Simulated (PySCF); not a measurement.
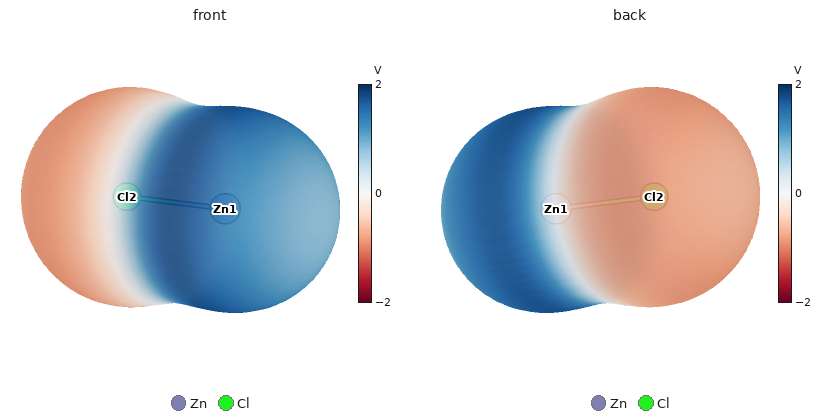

Figure. ZnCl (doublet). The molecular electrostatic potential painted on the density surface at 0.002 e/bohr³, seen from the front and from behind; red is negative and blue positive.

Method: PBE0/def2-TZVPPD, non-relativistic Hamiltonian with scalar-relativistic core potentials where named, at a bond length of 2.166 Å (PySCF 2.14.0).

Question: Where is the surface potential most negative and most positive?

Answer: The most negative region (about −0.9 V, or −21 kcal/mol for a unit charge) lies over Cl2, the most positive (about +1.7 V, or +39 kcal/mol for a unit charge) over Zn1.
